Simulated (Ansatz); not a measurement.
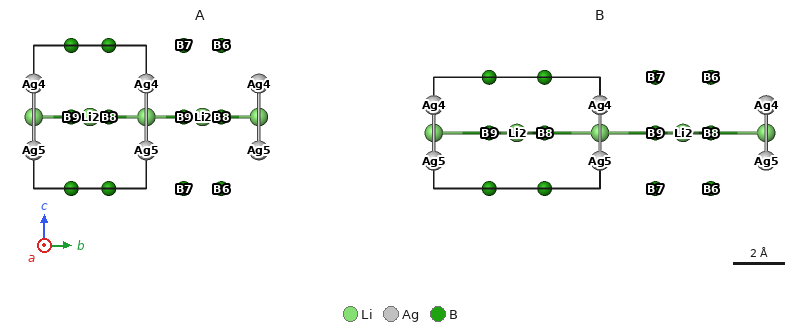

Two geometries of solid Li$_{3}$Ag$_{2}$B$_{4}$ (a generated structure, set up in P6/mmm) (coarse preliminary run), drawn at one scale. One is the start of a relaxation, the other its converged end. The picture is a ball-and-stick view of the cell of the calculation, repeated 1 × 2 × 1 with one cell outlined, seen along the a axis.

Computed with DFT PBE, scalar-relativistic, plane waves, PAW in Ansatz 0.2.0. (plane-wave cutoff 420 eV; k-point mesh 6 × 6 × 4; occupations gaussian; smearing width 0.1 eV; no spin polarisation; cell and atoms relaxed; force threshold 0.04 eV/Å; at most 70 steps)

Q: Which one is relaxed?

A: Structure B is the relaxed one. Over 13 accepted moves (16 points after the start) the energy falls by 10.554 eV per cell of the calculation. Largest force component: 0.69 eV/Å at the start, 0.0035 eV/Å at the end. Pressure: 14.81 GPa at the start and 0.06 GPa at the end. At 3 points the geometry stayed and the basis and grid were re-selected for the new cell (energy shift of 0.621 eV per cell of the calculation at most each time). The largest moves relative to the cell, 0.071 Å, are those of Ag atoms. Li and B stay in place. The drawn cell changes as follows: a = b 5.136 → 7.586 Å (+47.7 %), c 5.653 → 4.394 Å (−22.3 %); the volume changes by +69.5 %. Near-neighbour distances that change, for instance: Ag–Ag 3.009 → 2.196 Å, B–Li 1.483 → 2.190 Å, B–B 2.827 → 2.197 Å, Ag–Ag 2.645 → 2.198 Å. New bonds form: Ag–Ag (3.01 → 2.20 Å). The space group stays P6/mmm (No. 191). The run took 110 s on 1 thread of Intel(R) Xeon(R) CPU @ 2.80GHz (Skylake/Cascade Lake), on a shared host, peak memory 0.58 GiB.
